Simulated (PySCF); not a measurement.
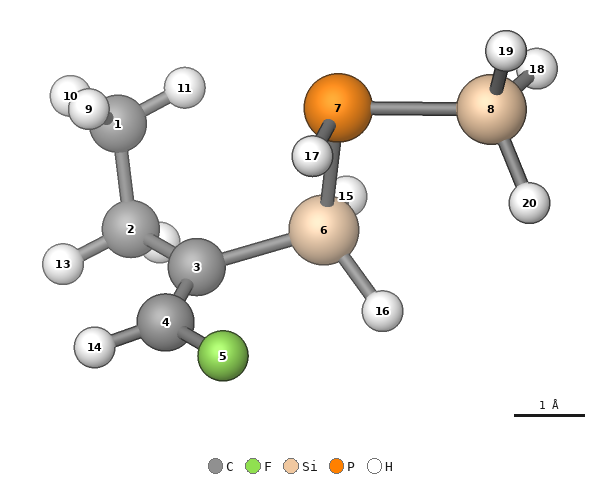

Fig. 1: The structure (ball-and-stick view, seen at a tilt; atoms are numbered from 1 in the order of the input).

**C₄H₁₂FPSi₂: NMR shielding calculation**

The run: NMR shielding calculation of C₄H₁₂FPSi₂. Method and program: GIAO PBE0/pcSseg-1 NMR shielding, non-relativistic, gas phase (PySCF 2.14.0).

The geometry comes from this level: GFN2-xTB. It belongs to a series of runs on one base structure; here: C-C bond made double. Figures and captions count atoms from 1; the log counts them from 0 in places.

## The input
```
{"job": {"kind": "nmr", "xc": "PBE0", "basis": "pcSseg-1"}, "charge": 0, "multiplicity": 1}
C      2.242483     1.131262     0.342412
C      2.236903    -0.392919     0.438922
C      1.083932    -0.962283    -0.329108
C      1.296056    -1.643294    -1.440915
F      0.272504    -2.139019    -2.171205
Si    -0.679734    -0.621759     0.264248
P     -1.411317     1.176968    -0.842644
Si    -3.618886     0.961426    -0.637061
H      2.338370     1.441739    -0.695497
H      3.072685     1.545848     0.909312
H      1.312838     1.540256     0.733006
H      2.143976    -0.688080     1.486550
H      3.180098    -0.789683     0.054936
H      2.251427    -1.887724    -1.886966
H     -0.637786    -0.262891     1.686111
H     -1.481048    -1.837395     0.093010
H     -1.331530     0.599604    -2.094047
H     -3.948726     1.401410     0.717577
H     -4.224640     1.844425    -1.632824
H     -4.102753    -0.407211    -0.831839
```

The first line tells a small driver script what to run in PySCF; the rest is the geometry in Å.

Run on 1 CPU thread, shared host.

Command:
```bash
OMP_NUM_THREADS=1 python <driver script> task.json out
```

## Output
```
coarse grid: 17744 points
cycle   1  E = -1178.9732287258  dE =  5.935e-01  |g| = 5.182e-01  |ddm| = 3.962e+00
cycle   2  E = -1178.9351147642  dE =  3.811e-02  |g| = 6.804e-01  |ddm| = 9.367e-01
cycle   3  E = -1179.0281388381  dE = -9.302e-02  |g| = 9.721e-02  |ddm| = 5.677e-01
cycle   4  E = -1179.0300739520  dE = -1.935e-03  |g| = 4.633e-02  |ddm| = 1.333e-01
cycle   5  E = -1179.0305450891  dE = -4.711e-04  |g| = 1.134e-02  |ddm| = 4.755e-02
cycle   6  E = -1179.0305668497  dE = -2.176e-05  |g| = 3.915e-03  |ddm| = 1.262e-02
cycle   7  E = -1179.0305702105  dE = -3.361e-06  |g| = 5.409e-04  |ddm| = 4.169e-03
final grid: 156680 points
cycle   8  E = -1179.0844850050  dE = -4.140e-05  |g| = 8.010e-03  |ddm| = 3.206e-02
cycle   9  E = -1179.0844758438  dE =  9.161e-06  |g| = 1.047e-02  |ddm| = 1.583e-02
cycle  10  E = -1179.0845002900  dE = -2.445e-05  |g| = 1.566e-03  |ddm| = 9.358e-03
cycle  11  E = -1179.0845007418  dE = -4.519e-07  |g| = 3.125e-04  |ddm| = 1.635e-03
cycle  12  E = -1179.0845007611  dE = -1.929e-08  |g| = 1.371e-04  |ddm| = 3.583e-04
cycle  13  E = -1179.0845007652  dE = -4.072e-09  |g| = 2.814e-05  |ddm| = 1.298e-04
cycle  14  E = -1179.0845007654  dE = -1.755e-10  |g| = 5.730e-06  |ddm| = 2.972e-05
```

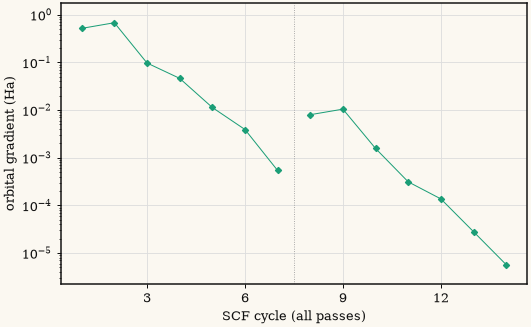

Fig. 2: Convergence of the self-consistent field: orbital gradient against the SCF cycle. The dotted line marks the change from a coarse to the final integration grid. The first 7 cycles use a coarse grid, the final grid takes over at cycle 8, and the field converges after 14 cycles in all.

```
converged SCF energy = -1179.0845007654

GIAO shielding tensors (ppm)
atom      isotropic    diamagn.    paramagn.     s11        s22        s33       span
  0 C      166.735     248.751     -82.016    154.166    165.557    180.482     26.316
  1 C      157.785     245.538     -87.754    146.863    155.899    170.591     23.728
  2 C       61.545     265.996    -204.450    -38.797     64.502    158.931    197.727
  3 C       22.801     247.477    -224.676    -79.408     65.689     82.123    161.530
  4 F      277.943     476.403    -198.460    180.645    292.313    360.872    180.227
  5 Si     400.837     883.070    -482.233    368.727    395.118    438.666     69.939
  6 P      645.896     970.666    -324.770    566.509    637.307    733.872    167.364
  7 Si     431.998     879.815    -447.816    391.675    437.911    466.409     74.734
  8 H       30.876      31.052      -0.175     27.852     29.215     35.562      7.710
  9 H       30.389      28.517       1.871     25.797     27.276     38.092     12.295
 10 H       30.028      31.853      -1.825     24.959     30.768     34.355      9.396
 11 H       29.490      30.336      -0.846     25.449     27.904     35.116      9.667
 12 H       29.638      30.657      -1.019     24.924     28.467     35.523     10.600
 13 H       24.520      30.588      -6.068     21.563     23.942     28.056      6.493
 14 H       27.381      31.576      -4.195     23.878     26.138     32.126      8.249
 15 H       26.615      31.366      -4.752     23.036     25.419     31.389      8.354
 16 H       31.180      32.774      -1.595     24.517     29.283     39.738     15.220
 17 H       27.773      28.892      -1.119     24.090     25.661     33.568      9.477
 18 H       27.536      28.342      -0.806     23.631     25.034     33.944     10.313
 19 H       27.493      28.638      -1.145     23.340     26.057     33.082      9.742
```

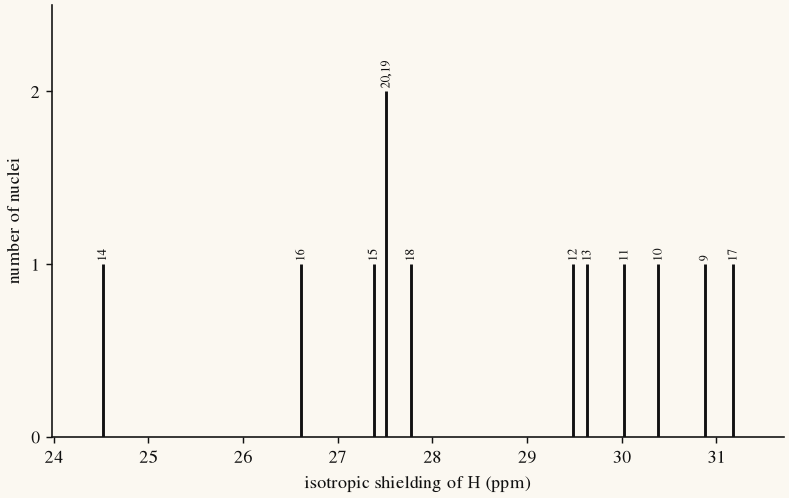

Fig. 3: Isotropic shieldings of the hydrogen nuclei in this fixed geometry, labelled by atom number; shielding grows to the right, so chemical shift grows to the left. The least shielded is H14 (24.5 ppm), the most shielded H17 (31.2 ppm).

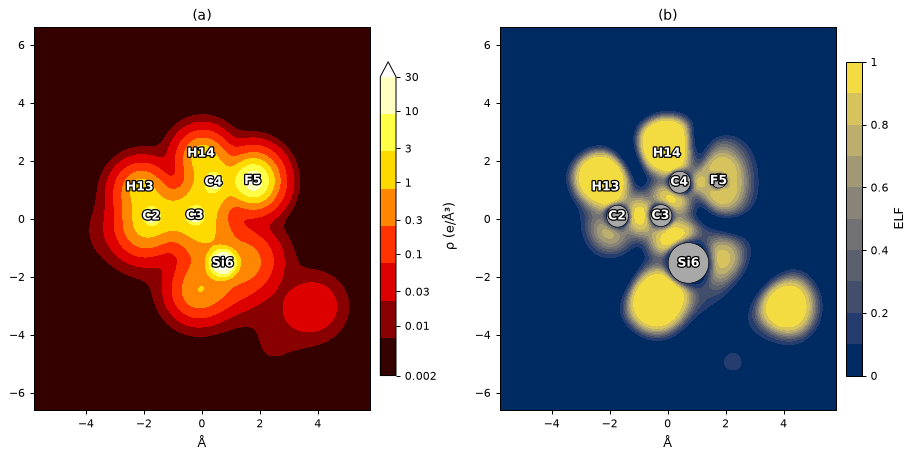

Fig. 4: (a) electron density; (b) ELF on the plane of atoms F5, C4 and H14. Grey discs, where drawn, cover atomic cores. C–F (1.35 Å): ρ at the midpoint is about 2.2 e/Å³, with its minimum of 1.7 e/Å³ about 0.5 Å from C; the ELF peaks at about 0.85 between the atoms (a polar covalent bond). C–H (1.08 Å): ρ is about 2.1 e/Å³ halfway; the ELF climbs to about 1 towards the hydrogen, as it does in any bond to H (a covalent bond by its length).

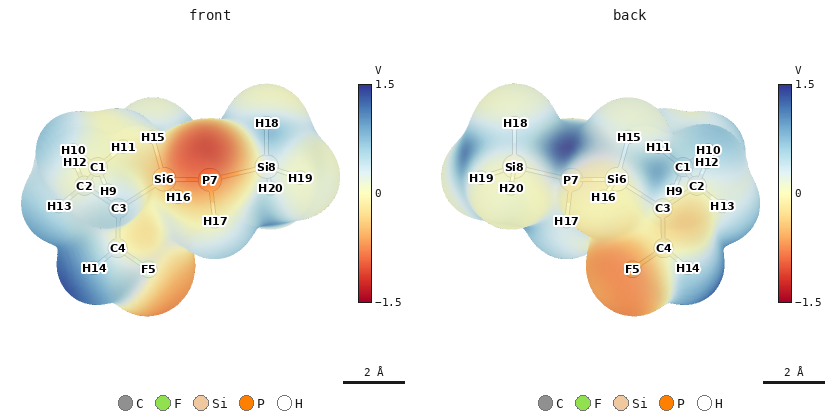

Fig. 5: The electrostatic potential painted on the density surface at 0.002 e/bohr³, seen at a tilt and from behind; red is negative and blue positive. A positive charge is drawn to the negative regions and a negative charge to the positive ones.

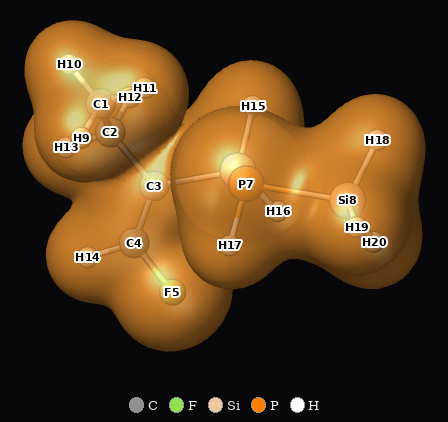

Fig. 6: Isosurface of the electron density at 0.05 e/Å³ (orange), seen at a tilt. At this value the surface is in one piece. On the grid the lowest density along these lines, outside the cores, is 2.3 e/Å³ (C–C, 1.32 Å), 1.7 e/Å³ (C–F, 1.35 Å), 0.77 e/Å³ (C–Si, 1.89 Å) and 0.65 e/Å³ (Si–P, 2.23 Å).

## Summary

```tsv
quantity	value
outcome	converged
total energy	−1179.084501 hartree
HOMO	−7.19 eV
LUMO	−0.45 eV
dipole moment	1.38 D
isotropic shielding, C	22.8 to 166.7 ppm
isotropic shielding, F	277.9 ppm
isotropic shielding, Si	400.8 to 432.0 ppm
isotropic shielding, P	645.9 ppm
isotropic shielding, H	24.5 to 31.2 ppm
wall time	1.7 min
peak memory	1.1 GiB
```
